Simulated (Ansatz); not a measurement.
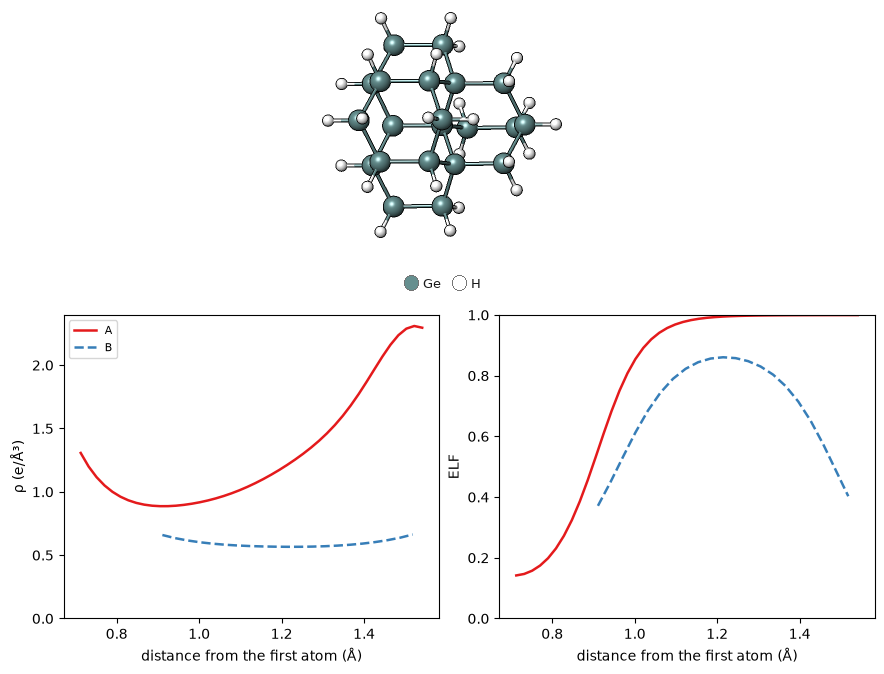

*Ge$_{21}$H$_{28}$ (Ge21H28 ring sphere). Total electron density and ELF along straight lines between neighbouring atoms. The curves leave out the atomic cores. The structure is drawn too.*

Geometry: r2SCAN-D4/def2-SVP.

These are results of RKS PBE0-D4/def2-TZVP in Ansatz, not measurements.

Ge$_{21}$H$_{28}$ (Ge21H28 ring sphere), 49 atoms.

> Which curve belongs to which contact (Ge–Ge and Ge–H)? The first atom named is at distance zero.

Curve A: Ge–H (1.54 Å): ρ is about 1.1 e/Å³ halfway; the ELF climbs to about 1 towards the hydrogen. Curve B: Ge–Ge (2.43 Å): ρ is about 0.57 e/Å³ halfway; the ELF peaks at about 0.85 between the atoms: a covalent bond.
